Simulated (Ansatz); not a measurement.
**Run report: CH2ClSi, geometry relaxation**

- system: CH2ClSi, multiplicity 2
- method: UKS PBE0-D4/def2-SVP (Ansatz 0.2.0)

It belongs to a series of runs on one base structure; here: start relaxed.

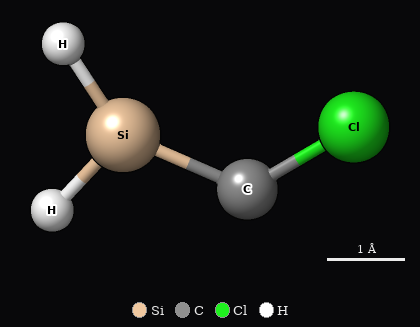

*The starting structure (ball-and-stick view, seen at a tilt).*

Bond lengths as drawn: C–Cl 1.71 Å, C–Si 1.79 Å and H–Si 1.46 to 1.47 Å.

The input:
```yaml
crystal:
  periodic: [false, false, false]
  atoms:
    - { symbol: Si, position_ang: [-0.27551, 0.40018, -0.35396] }
    - { symbol: C, position_ang: [0.84418, -0.36437, 0.80912] }
    - { symbol: Cl, position_ang: [0.76521, -2.00738, 1.27303] }
    - { symbol: H, position_ang: [-1.43437, 0.17085, -1.23115] }
    - { symbol: H, position_ang: [0.10049, 1.80072, -0.49704] }
magnetization:
  spin_polarized: true
  initial_magnetization: 1
basis:
  gaussian: { orbitals: def2-SVP }
hamiltonian:
  xc: pbe0
  dispersion: d4
relax:
  f_tol: 0.02
  max_steps: 40
```

Command:
```bash
ansatz run input.yaml --threads 1 --pin off --max-ram 2048MiB --backend cpu --events-out ev --progress --plain --runs-dir out
```

The program's output:
```
The last accepted step is kept in [file] (removed where the run ends without a failure and the disk answers)
Engine: ansatz 0.2.0, aarch64-unknown-linux-gnu
Functional definition: PBE0
  parameter a = 0.25
  parameter kappa = 0.804
  parameter beta = 0.06672455060314922
  exchange = (1 - a)*pbe_x(kappa = kappa, mu = beta*pi^2/3) + a*exact_x
  correlation = pbe_c(beta = beta)
619 factors; integrals over basis functions are off by at most 2.7e-4 eV
mean field evaluation 1: about -21445.6358 eV, gradient 2.4e1 eV
mean field evaluation 2: about -21429.2599 eV, gradient 5.1e1 eV
mean field evaluation 4: about -21448.7972 eV, gradient 4.3e0 eV
mean field evaluation 8: about -21448.9327 eV, gradient 1.1e-1 eV
mean field evaluation 16: about -21449.4316 eV, gradient 1.6e0 eV
mean field evaluation 32: about -21449.2892 eV, gradient 9.0e-1 eV
mean field -21449.47017835 eV, -788.2534900814 hartree, gradient 2.6e-5 eV, S^2 0.853688; 4 other end points of the search recorded, 0 dependent functions left out
the calculation of the forces begins
reference -21449.47019840 eV, -788.2534908181 hartree; 20, 19 occupied and 40, 41 virtual orbitals, 619 factors
relax step   1: F+E_penalty+E_count = -21449.55989633 eV  Δ(F+E_penalty+E_count) = +0.000e0 eV  max|allowed force component| = 2.174e0 eV/Å  Δτ_max = 0.0000 Å  (114 SCF iters, accepted)
these checks for a lower state are left out or cut short: starts, cluster_reference, orbital_swaps, neighbouring_geometries, increment
619 factors; integrals over basis functions are off by at most 2.9e-4 eV
mean field -21449.88284325 eV, -788.2686552366 hartree, gradient 1.8e-5 eV, S^2 0.831701; 0 other end points of the search recorded, 0 dependent functions left out
the calculation of the forces begins
reference -21449.88286282 eV, -788.2686559558 hartree; 20, 19 occupied and 40, 41 virtual orbitals, 619 factors
relax step   2: F+E_penalty+E_count = -21449.97189335 eV  Δ(F+E_penalty+E_count) = -4.120e-1 eV  max|allowed force component| = 1.195e0 eV/Å  Δτ_max = 0.1504 Å  (39 SCF iters, accepted)
these checks for a lower state are left out or cut short: starts, cluster_reference, orbital_swaps, neighbouring_geometries, increment
619 factors; integrals over basis functions are off by at most 2.7e-4 eV
mean field -21449.98484917 eV, -788.2724038852 hartree, gradient 1.9e-5 eV, S^2 0.800595; 0 other end points of the search recorded, 0 dependent functions left out
the calculation of the forces begins
reference -21449.98486847 eV, -788.2724045943 hartree; 20, 19 occupied and 40, 41 virtual orbitals, 619 factors
relax step   3: F+E_penalty+E_count = -21450.07449130 eV  Δ(F+E_penalty+E_count) = -1.026e-1 eV  max|allowed force component| = 7.300e-1 eV/Å  Δτ_max = 0.0964 Å  (41 SCF iters, accepted)
these checks for a lower state are left out or cut short: starts, cluster_reference, orbital_swaps, neighbouring_geometries, increment
619 factors; integrals over basis functions are off by at most 2.7e-4 eV
mean field -21450.00453201 eV, -788.2731272161 hartree, gradient 2.5e-5 eV, S^2 0.799055; 0 other end points of the search recorded, 0 dependent functions left out
the calculation of the forces begins
reference -21450.00455137 eV, -788.2731279275 hartree; 20, 19 occupied and 40, 41 virtual orbitals, 619 factors
relax step   4: F+E_penalty+E_count = -21450.09401412 eV  Δ(F+E_penalty+E_count) = -1.952e-2 eV  max|allowed force component| = 1.547e-1 eV/Å  Δτ_max = 0.0340 Å  (38 SCF iters, accepted)
these checks for a lower state are left out or cut short: starts, cluster_reference, orbital_swaps, neighbouring_geometries, increment
619 factors; integrals over basis functions are off by at most 2.6e-4 eV
mean field -21450.01829687 eV, -788.2736330655 hartree, gradient 1.9e-5 eV, S^2 0.795705; 0 other end points of the search recorded, 0 dependent functions left out
the calculation of the forces begins
reference -21450.01831639 eV, -788.2736337826 hartree; 20, 19 occupied and 40, 41 virtual orbitals, 619 factors
relax step   5: F+E_penalty+E_count = -21450.10738810 eV  Δ(F+E_penalty+E_count) = -1.337e-2 eV  max|allowed force component| = 9.271e-2 eV/Å  Δτ_max = 0.0609 Å  (39 SCF iters, accepted)
these checks for a lower state are left out or cut short: starts, cluster_reference, orbital_swaps, neighbouring_geometries, increment
619 factors; integrals over basis functions are off by at most 2.5e-4 eV
mean field evaluation 64: about -21450.0272 eV, gradient 1.1e-1 eV
mean field -21450.02738098 eV, -788.2739669003 hartree, gradient 1.3e-5 eV, S^2 0.791618; 0 other end points of the search recorded, 0 dependent functions left out
the calculation of the forces begins
reference -21450.02740085 eV, -788.2739676305 hartree; 20, 19 occupied and 40, 41 virtual orbitals, 619 factors
relax step   6: F+E_penalty+E_count = -21450.11598850 eV  Δ(F+E_penalty+E_count) = -8.600e-3 eV  max|allowed force component| = 3.747e-2 eV/Å  Δτ_max = 0.0799 Å  (41 SCF iters, accepted)
these checks for a lower state are left out or cut short: starts, cluster_reference, orbital_swaps, neighbouring_geometries, increment
619 factors; integrals over basis functions are off by at most 2.5e-4 eV
mean field -21450.02584407 eV, -788.2739104198 hartree, gradient 1.7e-5 eV, S^2 0.790820; 0 other end points of the search recorded, 0 dependent functions left out
the calculation of the forces begins
reference -21450.02586408 eV, -788.2739111552 hartree; 20, 19 occupied and 40, 41 virtual orbitals, 619 factors
relax step   7: F+E_penalty+E_count = -21450.11437209 eV  Δ(F+E_penalty+E_count) = +1.616e-3 eV  max|allowed force component| = 6.816e-2 eV/Å  Δτ_max = 0.0409 Å  (39 SCF iters, rejected (line search))
these checks for a lower state are left out or cut short: starts, cluster_reference, orbital_swaps, neighbouring_geometries, increment
619 factors; integrals over basis functions are off by at most 2.5e-4 eV
mean field -21450.02827150 eV, -788.2739996262 hartree, gradient 2.4e-5 eV, S^2 0.790680; 0 other end points of the search recorded, 0 dependent functions left out
the calculation of the forces begins
reference -21450.02829149 eV, -788.2740003608 hartree; 20, 19 occupied and 40, 41 virtual orbitals, 619 factors
relax step   8: F+E_penalty+E_count = -21450.11677572 eV  Δ(F+E_penalty+E_count) = -7.872e-4 eV  max|allowed force component| = 1.218e-2 eV/Å  Δτ_max = 0.0205 Å  (40 SCF iters, accepted)
619 factors; integrals over basis functions are off by at most 2.5e-4 eV
mean field evaluation 96: about -21450.0283 eV, gradient 1.1e-2 eV
```

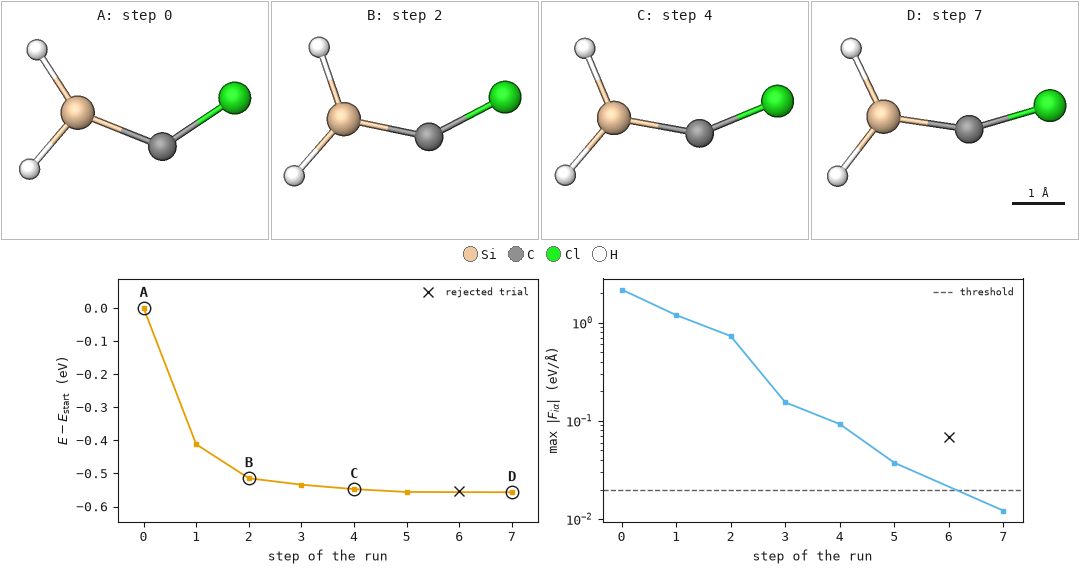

*Frames of the relaxation (ball-and-stick view, seen on its broad side) above the curves, on which the letters mark them (the first geometry is step 0 here and step 1 in the log).*

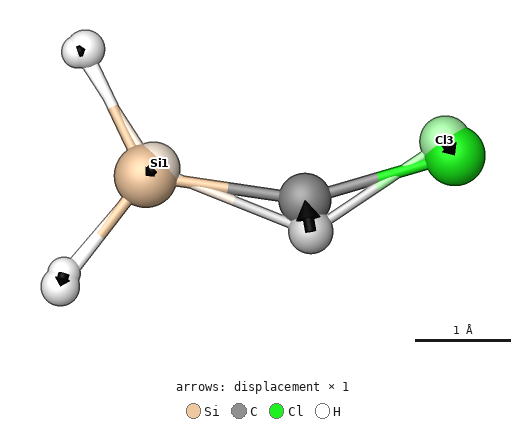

*Start (faint) and end (solid) with the displacements as black arrows, at true length (ball-and-stick view, seen on its broad side). The two geometries are laid on each other by the best rigid fit.*

Over 7 geometry steps the energy falls by 0.557 eV. Largest force component: 2.2 eV/Å at the start, 0.012 eV/Å at the end. The line search rejected the trial step at point 6 (counted from 0) and went back. The largest move after the best rigid fit is that of C2, 0.35 Å. Largest moves by element: C 0.35 Å, Cl 0.18 Å, H 0.15 Å, Si 0.11 Å. Among the contacts that change: Si1–C2 1.786 → 1.693 Å, C2–Cl3 1.709 → 1.647 Å, Si1–H5 1.457 → 1.480 Å, Si1–H4 1.471 → 1.487 Å. Among the angles that change: Si1–C2–Cl3 124.0° → 155.1°, C2–Si1–H4 144.6° → 123.7°, C2–Si1–H5 108.3° → 119.0°. (Atoms are counted from 1 in the order of the input.)

```
mean field -21450.02827150 eV, -788.2739996262 hartree, gradient 2.4e-5 eV, S^2 0.790680; 5 other end points of the search recorded, 0 dependent functions left out
the calculation of the forces begins
reference -21450.02829149 eV, -788.2740003608 hartree; 20, 19 occupied and 40, 41 virtual orbitals, 619 factors
Total energy: -21450.11679571 eV, -788.2772528309 hartree
Atom 0 at    -0.253977     0.508671    -0.371960 Å, force    -0.004509    -0.012182     0.001105 eV/Å
Atom 1 at     0.589260    -0.540851     0.654747 Å, force    -0.007324     0.007483    -0.001970 eV/Å
Atom 2 at     0.906022    -1.984302     1.382616 Å, force     0.008067    -0.003018     0.003441 eV/Å
Atom 3 at    -1.420834     0.096405    -1.196234 Å, force    -0.000589     0.007617    -0.003426 eV/Å
Atom 4 at     0.179529     1.920077    -0.469169 Å, force     0.004355     0.000100     0.000850 eV/Å
Dipole moment:    -0.142902     0.077333    -0.141094 e Å
```

Trajectory as extended XYZ (Å, eV, eV/Å), 8 frames, from step=1 to step=8:
```
5
Properties=species:S:1:pos:R:3:forces:R:3 step=1 energy=-21449.55990
Si   -0.2755    0.4002   -0.3540    1.8075   0.7410   1.2446
C     0.8442   -0.3644    0.8091   -2.1740  -0.9779  -1.4681
Cl    0.7652   -2.0074    1.2730    0.4791   0.5593   0.2130
H    -1.4344    0.1709   -1.2311   -0.2419  -0.8987   0.0894
H     0.1005    1.8007   -0.4970    0.1293   0.5762  -0.0789
5
Properties=species:S:1:pos:R:3:forces:R:3 step=2 energy=-21449.97189
Si   -0.2398    0.5065   -0.3588    0.7471  -0.3641   0.7289
C     0.7569   -0.4255    0.7560   -1.1954  -0.4985  -0.8145
Cl    0.7659   -2.0444    1.2862    0.1573   0.9301  -0.1731
H    -1.4142    0.0345   -1.1711    0.2977  -0.0967   0.2748
H     0.1313    1.9289   -0.5124   -0.0067   0.0292  -0.0160
5
Properties=species:S:1:pos:R:3:forces:R:3 step=3 energy=-21450.07449
Si   -0.2198    0.5367   -0.3514   -0.0972   0.0242  -0.0895
C     0.6876   -0.4415    0.7073   -0.0490  -0.7300   0.1890
Cl    0.7559   -2.0245    1.2696    0.0827   0.5811  -0.1147
H    -1.3729   -0.0325   -1.1155    0.1166   0.1685   0.0418
H     0.1492    1.9618   -0.5099   -0.0531  -0.0438  -0.0266
5
Properties=species:S:1:pos:R:3:forces:R:3 step=4 energy=-21450.09401
Si   -0.2212    0.5303   -0.3512   -0.0113  -0.0136  -0.0052
C     0.6743   -0.4673    0.7012   -0.1092  -0.1547  -0.0345
Cl    0.7795   -2.0170    1.2890    0.0884   0.1148   0.0322
H    -1.3752   -0.0009   -1.1277    0.0218   0.0718  -0.0049
H     0.1426    1.9549   -0.5112    0.0103  -0.0184   0.0124
5
Properties=species:S:1:pos:R:3:forces:R:3 step=5 energy=-21450.10739
Si   -0.2333    0.5194   -0.3573    0.0330   0.0002   0.0254
C     0.6449   -0.4941    0.6891   -0.0927   0.0103  -0.0837
Cl    0.8285   -2.0086    1.3241    0.0616  -0.0154   0.0585
H    -1.3914    0.0441   -1.1553   -0.0362  -0.0064  -0.0272
H     0.1513    1.9392   -0.5007    0.0344   0.0113   0.0271
5
Properties=species:S:1:pos:R:3:forces:R:3 step=6 energy=-21450.11599
Si   -0.2492    0.5131   -0.3694   -0.0096  -0.0375   0.0065
C     0.6014   -0.5332    0.6568   -0.0177   0.0250  -0.0020
Cl    0.8885   -1.9893    1.3732    0.0203  -0.0078   0.0060
H    -1.4145    0.0826   -1.1865   -0.0036   0.0232  -0.0116
H     0.1738    1.9269   -0.4741    0.0106  -0.0029   0.0010
5
Properties=species:S:1:pos:R:3:forces:R:3 step=7 energy=-21450.11437 accepted=F
Si   -0.2572    0.5075   -0.3699    0.0462   0.0660  -0.0027
C     0.5681   -0.5321    0.6806    0.0499  -0.0206  -0.0682
Cl    0.9194   -1.9882    1.3654   -0.0232  -0.0048   0.0574
H    -1.4197    0.0960   -1.1973   -0.0327  -0.0024  -0.0163
H     0.1893    1.9169   -0.4788   -0.0402  -0.0382   0.0297
5
Properties=species:S:1:pos:R:3:forces:R:3 step=8 energy=-21450.11678
Si   -0.2540    0.5087   -0.3720   -0.0045  -0.0122   0.0011
C     0.5893   -0.5409    0.6547   -0.0073   0.0075  -0.0020
Cl    0.9060   -1.9843    1.3826    0.0081  -0.0030   0.0034
H    -1.4208    0.0964   -1.1962   -0.0006   0.0076  -0.0034
H     0.1795    1.9201   -0.4692    0.0044   0.0001   0.0008
```

Summary:

| quantity | value |
| --- | --- |
| outcome | converged |
| total energy | −21450.1168 eV |
| mean-field energy | −21450.0283 eV |
| ⟨S²⟩ | 0.791 |
| largest force (length of the vector) at the end | 0.013 eV/Å |
| hardware | 1 thread of Arm Neoverse V1, 24 GiB of memory available, shared host |
| wall time | 29 s |
| peak memory | 0.15 GiB |
